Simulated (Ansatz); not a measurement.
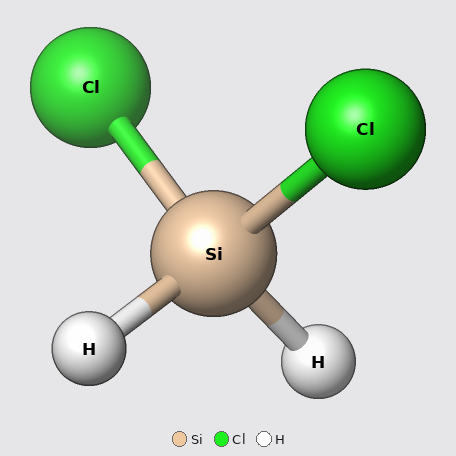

Ball-and-stick drawing of a structure. Every bond is drawn as one stick, whatever its order.

Count the atoms of each element.

Cl2H2Si, 5 atoms: 2 chlorine, 2 hydrogen and 1 silicon.

How many bonds of each kind are drawn?

2 Cl–Si, 2 Si–H. Sticks follow a distance rule.

What is the point group of this geometry?

C2v.

How many atoms are distinct by symmetry?

3: 1 Si, 2 Cl, 2 H.

The parts below concern this one geometry. Atoms keep their numbers from picture to picture. Computed geometry: PBE0-D4/def2-TZVP optimisation.

## Shape

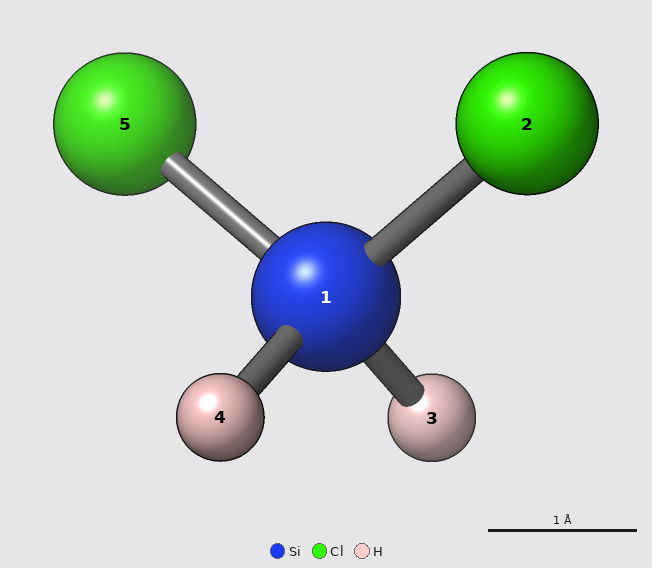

Numbered structure.

Give these bond angles: Cl2–Si1–Cl5, H3–Si1–H4, Cl2–Si1–H3.

```
      angle  degrees
Cl2–Si1–Cl5    110.1
  H3–Si1–H4    112.8
 Cl2–Si1–H3    108.5
```

## Vibrations

Harmonic vibrations computed with RKS PBE0-D4/def2-TZVP (Ansatz 0.2.0) at a stationary point of the same level.

How many vibrational modes are there, and where do they lie?

9 modes: 185, 529, 592, 593, 706, 870, 950, 2272, 2286 cm⁻¹.

## Dipole moment

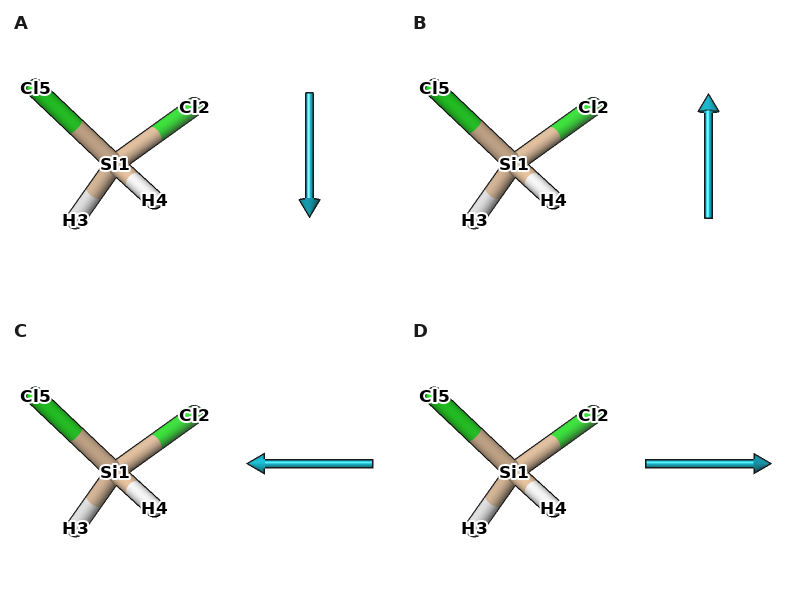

The same molecule four times, each with an arrow. Level of theory: RKS PBE0-D4/def2-TZVP (Ansatz 0.2.0).

Which arrow points along the dipole moment, from the negative to the positive end?

A. The dipole moment is 1.15 D; it points from the side of Cl2, Cl5 to the side of H3, H4 (the outermost atoms at the two ends).

## Electronic properties

Properties computed with RKS PBE0-D4/def2-TZVPP (Ansatz 0.2.0).

Computed properties:

- HOMO energy (Kohn–Sham orbital): −9.10 eV
- LUMO energy (Kohn–Sham orbital): 0.05 eV
- HOMO–LUMO gap: 9.15 eV
